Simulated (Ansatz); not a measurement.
# AsGeH5: the cost of one run

Program: Ansatz 0.2.0, driven from Python. Level of theory: PBE0/def2-SVPD. These are calculated values, not measurements.

## (1) The structure

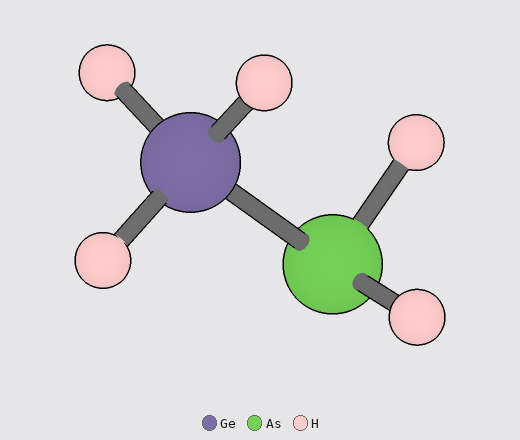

The structure that the script starts from, seen from a chosen angle (germanium purple, arsenic green, hydrogen pink).

No structure file is read: the coordinates are typed or built in the script.

## (2) The code

Input file ip_asgeh5.py:

```python
# -*- coding: utf-8 -*-
"""Removing and adding an electron on AsGeH5 at fixed geometry."""

import ansatz as az
from ase import Atoms


def single_point(molecule, charge=0, unpaired=0):
    calc = (
        molecule.calculation()
        .basis(gaussian="def2-SVPD")
        .functional("pbe0")
    )
    if charge:
        calc = calc.charge(charge)
    if unpaired:
        calc = calc.spin("collinear", total=unpaired)
    return calc.run().report["free_energy_ev"]


def main():
    atoms = Atoms(["Ge", "As", "H", "H", "H", "H", "H"], positions=[
        (-0.3509, -0.6643, -0.4841),
        (0.6675, 1.4434, 0.086),
        (-0.5451, -1.5118, 0.7514),
        (-1.7425, -0.3167, -1.0554),
        (0.4427, -1.357, -1.5921),
        (-0.2262, 1.6324, 1.3549),
        (1.8158, 0.7061, 0.8936),
    ])
    asgeh5 = az.Crystal.molecule_from_ase(atoms)

    # total-energy differences at one geometry
    parent = single_point(asgeh5, 0, 0)
    cation = single_point(asgeh5, 1, 1)
    print(f"E(N)   = {parent:.5f} eV")
    print(f"E(N-1) = {cation:.5f} eV  (1 unpaired)")
    print(f"vertical ionisation energy {cation - parent:.3f} eV")
    anion = single_point(asgeh5, -1, 1)
    print(f"E(N+1) = {anion:.5f} eV  (1 unpaired)")
    print(f"vertical electron affinity {parent - anion:.3f} eV" + ("" if anion < parent else " (unbound in this basis)"))
    print(f"fundamental gap IP - EA = {cation + anion - 2 * parent:.3f} eV")


if __name__ == "__main__":
    main()
```

## (3) The calls as engine input

The engine receives this input (first run):

```yaml
crystal:
  periodic: [false, false, false]
  atoms:
    - { symbol: Ge, position_ang: [-0.3509, -0.6643, -0.4841] }
    - { symbol: As, position_ang: [0.6675, 1.4434, 0.086] }
    - { symbol: H, position_ang: [-0.5451, -1.5118, 0.7514] }
    - { symbol: H, position_ang: [-1.7425, -0.3167, -1.0554] }
    - { symbol: H, position_ang: [0.4427, -1.357, -1.5921] }
    - { symbol: H, position_ang: [-0.2262, 1.6324, 1.3549] }
    - { symbol: H, position_ang: [1.8158, 0.7061, 0.8936] }
basis:
  gaussian:
    orbitals: def2-SVPD
hamiltonian:
  xc: pbe0
```

## (4) The run

Command:

```
> python ip_asgeh5.py
```

Q: Estimate wall time and peak memory on 1 thread of Arm Neoverse V1, shared host.

About 34 s, with a peak of 0.46 GiB.
